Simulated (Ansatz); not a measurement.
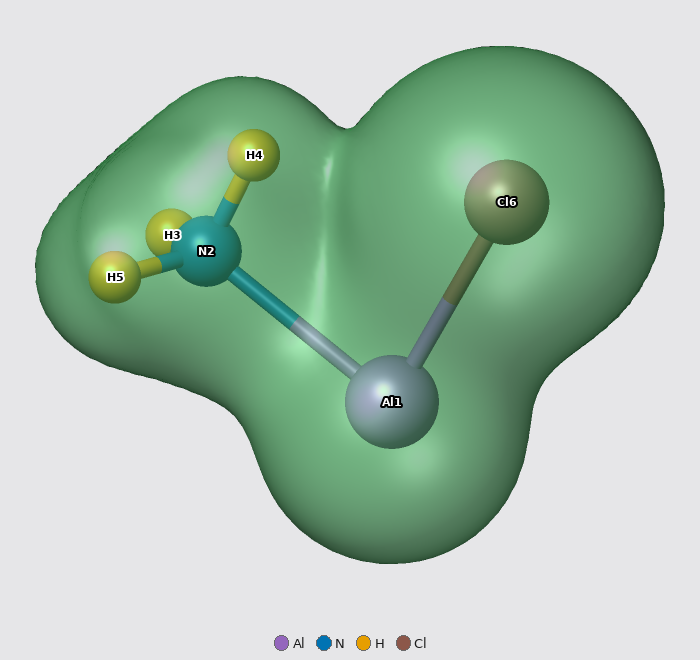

Figure. AlClH$_{3}$N. Isosurface of the total electron density at 0.1 e/Å³ (green), seen at a tilt.

Level of theory: RKS LDA/def2-SVP (Ansatz).

```xyz
6

Al    0.0776   -0.6373   -0.6632
N     1.1719   -0.1818    1.1757
H     1.1565   -0.9358    1.8817
H     0.6147    0.6242    1.5212
H     2.1561    0.1029    1.0441
Cl   -1.2218    1.0277    0.0119
```

### Which contacts does the surface bridge?

At this value the surface is in one piece. It bridges the sampled Al–N (2.19 Å), Al–Cl (2.22 Å) and N–H (1.03 Å) contacts, where the density stays above the isovalue. On the grid the lowest density along these lines, outside the cores, is 0.29 e/Å³ (Al–N, 2.19 Å), 0.39 e/Å³ (Al–Cl, 2.22 Å) and 2.1 e/Å³ (N–H, 1.03 Å).
